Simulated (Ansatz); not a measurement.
# B$_{2}$ClN: what the fields show

The calculation's input:

```
crystal:
  periodic: [false, false, false]
  atoms:
    - {symbol: B, position_ang: [0.000000, 0.000000, -2.072783]}
    - {symbol: B, position_ang: [0.000000, 0.000000, 0.557381]}
    - {symbol: Cl, position_ang: [0.000000, 0.000000, 2.223720]}
    - {symbol: "N", position_ang: [0.000000, 0.000000, -0.708317]}
basis:
  gaussian:
    orbitals: def2-TZVPD
hamiltonian:
  xc: pbe0
output:
  forces: true
  orbitals: {seedname: orbitals}
```

Run with:

```sh
ansatz run input.yaml --threads 2 --pin off --max-ram 4350MiB --events-out events.jsonl --progress --plain --runs-dir runs
```

Geometry: PBE0-D4/def2-TZVP.

Theory: isolated molecule in a Gaussian basis; Kohn-Sham density functional theory, functional PBE0 in Ansatz.

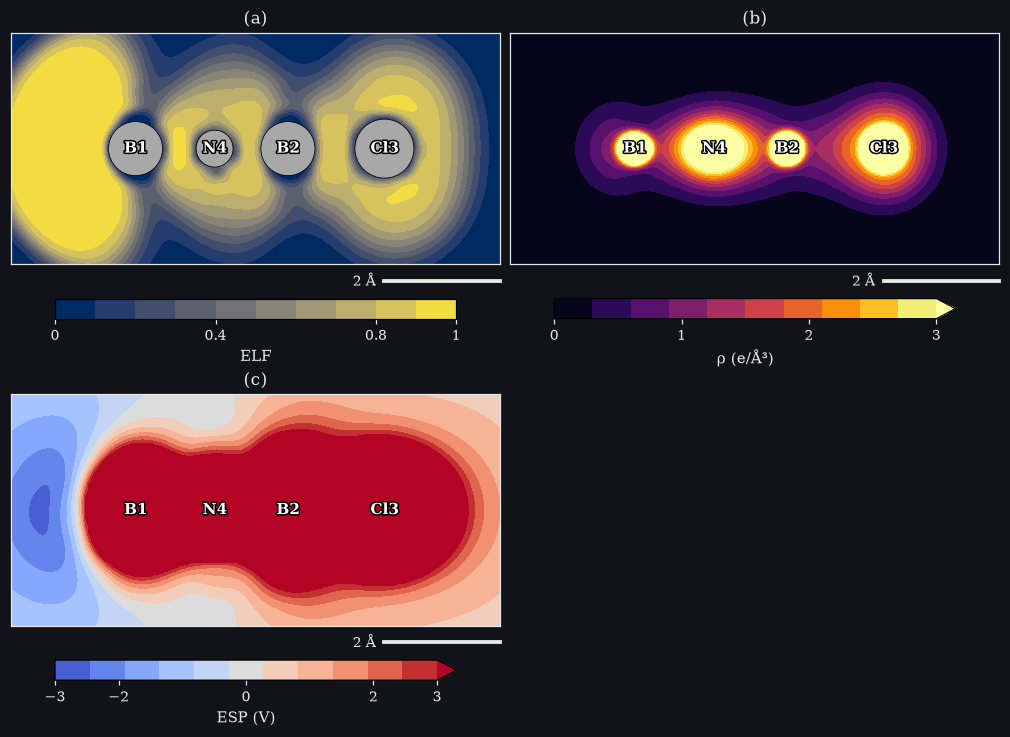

Figure 1. (a) electron localisation function; (b) total electron density; (c) electrostatic potential on a plane that holds the molecular axis. Grey discs cover the atomic cores in the ELF map.

Question: What does the map show?

Answer:
- Atoms in the plane: B, Cl and N.
- B–N (1.27 Å): ρ at the midpoint is about 2.5 e/Å³; the ELF peaks at about 0.90 between the atoms, as expected for a short, strongly polar bond.
- B–Cl (1.67 Å): ρ is about 1.6 e/Å³ halfway; the ELF peaks at about 0.90 between the atoms, as expected for a polar covalent bond.
- B–N (1.36 Å): the density is about 2.1 e/Å³ at the midpoint; the ELF peaks at about 0.95 between the atoms; a short, strongly polar bond.
- The ELF also peaks beside Cl3, N4 and B1, away from the bonds: lone-pair regions.
- Outside the dense part of the molecule the potential is most negative (−2.6 V) near N4.

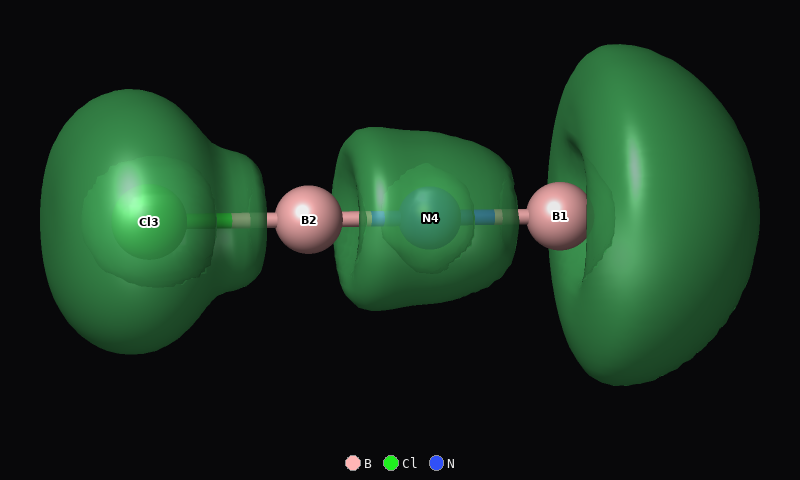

Figure 2. Isosurface of the ELF at 0.75 (green), seen from one side. Core shells and regions of very low density are left out.

Question: What do the ELF domains correspond to?

Answer: The ELF exceeds this value in one region on Cl in which the atom's valence shell and bonds are merged, one region on N in which the atom's valence shell and bonds are merged and one lobe on B, pointing away from the bonds (lone pairs).

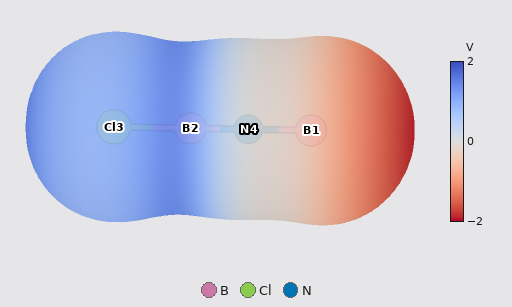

Figure 3. The electrostatic potential painted on the density surface at 0.001 e/bohr³, seen at a tilt; the colour scale runs from red (negative) to blue (positive).

Question: Describe the electrostatic potential map.

Answer: The most negative region (about −1.9 V) lies over N4, the most positive (about +1.5 V) over Cl3. Cl3 shows a σ-hole: about +1.5 V at the tip opposite its bond, against about +0.8 V on its flanks. N4 is the likeliest acceptor of a hydrogen bond.
